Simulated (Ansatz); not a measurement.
## Electronic structure of C3H10Si2 (SMILES [SiH3]C1C[SiH2]C1) in real space

```xyz
15

Si   -1.2185    1.3621    0.6380
C     0.1649    0.6316   -0.3989
C     1.3059    0.0233    0.4830
Si    0.6032   -1.6752    0.0656
C    -0.3032   -0.6231   -1.2090
H    -0.7137    2.4959    1.4598
H    -2.3254    1.8444   -0.2327
H    -1.7610    0.3211    1.5552
H     0.5297    1.4319   -1.0516
H     2.2898    0.1853    0.0357
H     1.3503    0.3586    1.5204
H     1.5330   -2.7371   -0.4128
H    -0.2673   -2.2655    1.1186
H     0.1698   -0.6664   -2.1931
H    -1.3793   -0.7375   -1.3492
```

Geometry: PBE0-D4/def2-TZVP.

These are results of RKS PBE0-D4/def2-TZVPP (Ansatz 0.2.0), not measurements.

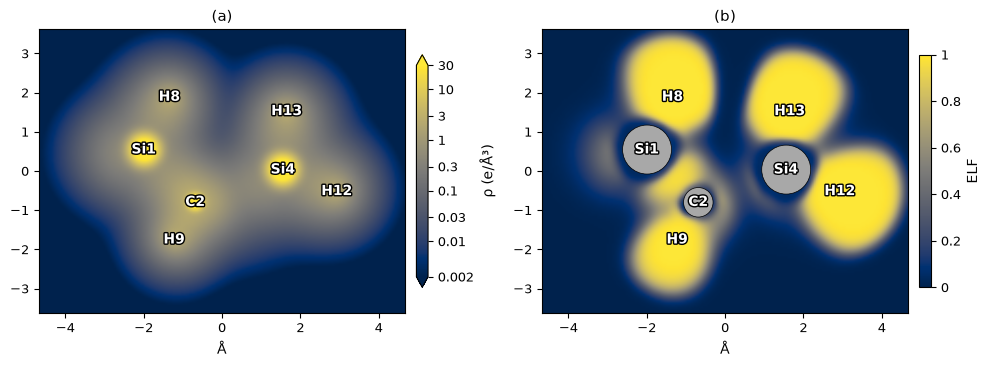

Figure 1. (a) electron density; (b) ELF on the plane of atoms Si1, C2 and H9. Grey discs cover the atomic cores in the ELF map.

> Describe what can be read from this map.

- The section cuts through Si, C and H sites.
- C–Si (1.88 Å): the density is about 0.97 e/Å³ at the midpoint; the ELF peaks at about 0.95 between the atoms; a shared electron pair.
- C–H (1.10 Å): ρ is about 2 e/Å³ halfway; the ELF climbs to about 1 towards the hydrogen, as it does in any bond to H; an ordinary covalent bond to hydrogen.
- Si–H (1.49 Å): ρ at the midpoint is about 0.8 e/Å³; the ELF climbs to about 1 towards the hydrogen.

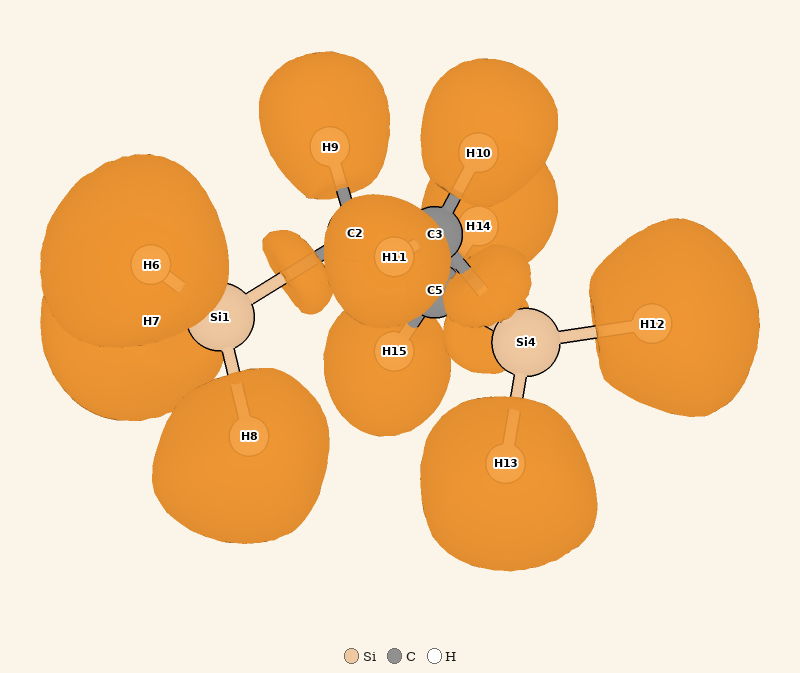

Figure 2. Isosurface of the electron localisation function at 0.85 (orange), seen from one side. Core shells and regions of very low density are left out.

> What do the ELF domains correspond to?

The ELF exceeds this value in two regions between bonded C–C atoms (shared pairs), three regions between bonded C–Si atoms (shared pairs) and ten regions around hydrogen nuclei. Along the contacts the grid gives the following. C–C (1.57 Å): the ELF peaks at about 0.95 between the atoms: a covalent bond.

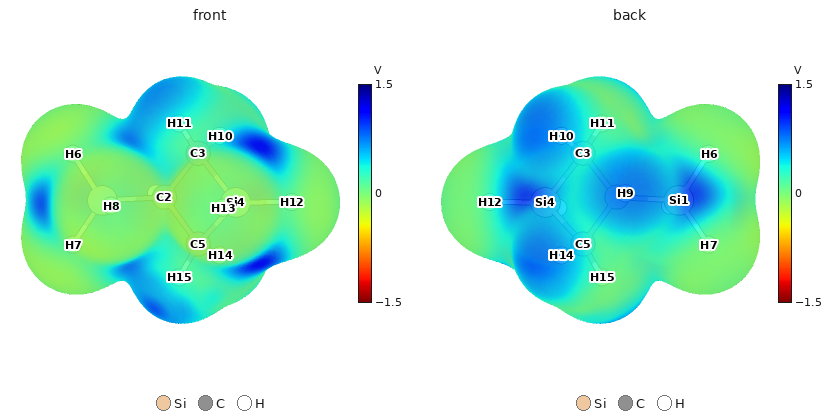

Figure 3. The electrostatic potential painted on the density surface at 0.002 e/bohr³, seen from the front and from behind; the colour scale runs from red (negative) to blue (positive).

> Describe the electrostatic potential map.

The most negative region (about −0.1 V) lies over H6, H7, H8 and H13, the most positive (about +1.1 V) over Si4.
